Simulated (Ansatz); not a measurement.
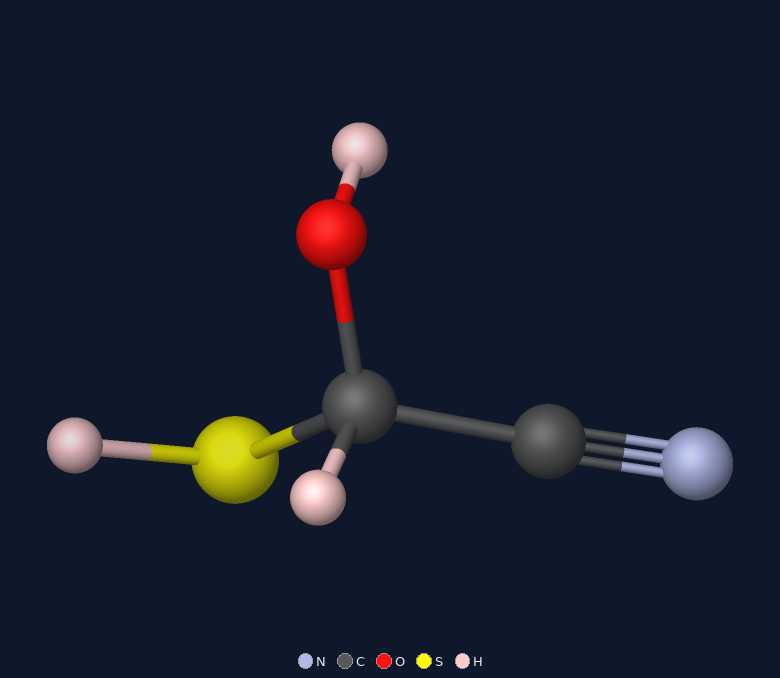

The structure as it stands in the input.

Ansatz 0.2.0 input:

```yaml
crystal:
  periodic: [false, false, false]
  atoms:
    - {symbol: N, position_ang: [1.087930, -1.875757, 1.367812]}
    - {symbol: C, position_ang: [0.642419, -0.943966, 0.864400]}
    - {symbol: C, position_ang: [0.095217, 0.234309, 0.180893]}
    - {symbol: O, position_ang: [0.881287, 0.640994, -0.889733]}
    - {symbol: S, position_ang: [-1.627433, -0.188863, -0.259066]}
    - {symbol: H, position_ang: [0.081034, 1.065193, 0.887646]}
    - {symbol: H, position_ang: [0.867427, -0.049398, -1.562787]}
    - {symbol: H, position_ang: [-1.935779, 1.060387, -0.644965]}
basis:
  gaussian: {orbitals: aug-cc-pVTZ}
hamiltonian: {xc: {name: B97M-V}}
accuracy: high
output: {forces: true}
```

Command:

```sh
ansatz run in.yaml --threads 2 --pin off --events-out ev --progress --plain --max-ram 4352MiB
```

Output:

```
Functional definition: B97M-V
  name "B97M-V"
  cite "Mardirossian & Head-Gordon, J. Chem. Phys. 142, 074111 (2015) doi:10.1063/1.4907719"
  cite "Becke, J. Chem. Phys. 107, 8554 (1997) doi:10.1063/1.475007"
  cite "Vydrov & Van Voorhis, J. Chem. Phys. 133, 244103 (2010) doi:10.1063/1.3521275"
  # Of w^i u^j: cxij and so on, Table III.
  parameter cx00 = 1.000
  parameter cx01 = 1.308
  parameter cx02 = 1.901
  parameter cx10 = 0.416
  parameter cx11 = 3.070
  parameter css00 = 1.000
  parameter css02 = -1.855
  parameter css10 = -5.668
  parameter css32 = -20.497
  parameter css42 = -20.364
  parameter cos00 = 1.000
  parameter cos01 = 1.573
  parameter cos03 = -6.298
  parameter cos10 = 2.535
  parameter cos32 = -6.427
  parameter b = 6.0
  parameter c = 0.01
  gx(w, u) = cx00 + cx01*u + cx02*u^2 + (cx10 + cx11*u)*w
  gss(w, u) = css00 + css02*u^2 + css10*w + (css32*w^3 + css42*w^4)*u^2
  gos(w, u) = cos00 + cos01*u + cos03*u^3 + cos10*w + cos32*w^3*u^2
  exchange = spin_sum(e_x_unif_s*gx(b97_w, b97_u_x))
  correlation = spin_sum(e_c_pw_mod_same_spin*gss(b97_w, b97_u_same))
      + integral(e_c_pw_mod_opposite_spin*gos(b97_w_opposite, b97_u_opposite)) + vv10(b, c)
4583 factors; integrals over basis functions are off by at most 3.3e-9 eV
mean field evaluation 1: about -16485.4485 eV, gradient 6.2e1 eV
mean field evaluation 2: about -16471.0505 eV, gradient 1.0e2 eV
mean field evaluation 4: about -16492.8844 eV, gradient 1.2e1 eV
mean field evaluation 8: about -16493.2112 eV, gradient 3.8e-1 eV
mean field evaluation 16: about -16493.2115 eV, gradient 4.5e-5 eV
mean field -16493.21146847 eV, -606.1143419661 hartree, gradient 9.7e-8 eV, S^2 0.000000; 0 other end points of the search recorded, 0 dependent functions left out
the calculation of the forces begins
reference -16493.21147734 eV, -606.1143422920 hartree; 23, 23 occupied and 280, 280 virtual orbitals, 4583 factors
Total energy: -16493.21147734 eV, -606.1143422920 hartree
Atom 0 at     1.087930    -1.875757     1.367812 Å, force     0.058920    -0.103694     0.052459 eV/Å
Atom 1 at     0.642419    -0.943966     0.864400 Å, force    -0.121033     0.241158    -0.148957 eV/Å
Atom 2 at     0.095217     0.234309     0.180893 Å, force     0.109539    -0.043323     0.429761 eV/Å
Atom 3 at     0.881287     0.640994    -0.889733 Å, force     0.074833    -0.005371    -0.181556 eV/Å
Atom 4 at    -1.627433    -0.188863    -0.259066 Å, force    -0.120467     0.027352    -0.057435 eV/Å
Atom 5 at     0.081034     1.065193     0.887646 Å, force     0.014705    -0.153982    -0.198060 eV/Å
Atom 6 at     0.867427    -0.049398    -1.562787 Å, force    -0.010521     0.073840     0.098085 eV/Å
Atom 7 at    -1.935779     1.060387    -0.644965 Å, force    -0.005975    -0.035980     0.005701 eV/Å
Dipole moment:    -0.277500     0.508595    -0.349607 e Å
```

The calculation finished and met its thresholds.
